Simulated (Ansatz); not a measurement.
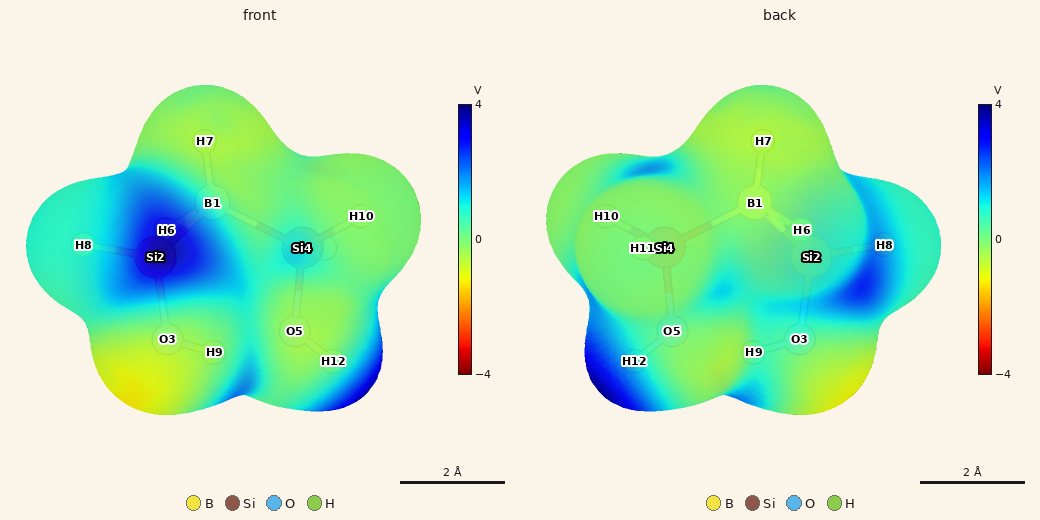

The picture shows: BH7O2Si2. The molecular electrostatic potential painted on the density surface at 0.004 e/bohr³, seen from the front and from behind; the colour scale runs from red (negative) to blue (positive).

Geometry: PBE0-D4/def2-TZVP.

All numbers below come from RKS PBE0-D4/def2-TZVPP (Ansatz 0.2.0).

```xyz
12

B    -1.1904    0.0366    0.4702
Si   -1.0838   -0.4110   -1.3505
O     0.2915   -0.2733   -2.1888
Si    0.5899    0.0554    1.3408
O     1.7408    0.0242    0.0975
H    -1.3393    1.1189   -0.1975
H    -2.2048   -0.1965    1.0585
H    -2.1639   -0.4464   -2.3724
H     1.0551   -0.1898   -1.5791
H     0.8261   -1.1335    2.2135
H     0.8969    1.2494    2.1848
H     2.6593    0.1109    0.3567
```

Where is the surface potential most negative and most positive?

The most negative region (about −1.2 V) lies over O3, the most positive (about +3.7 V) over Si2 and H12. O3 is the likeliest acceptor of a hydrogen bond.
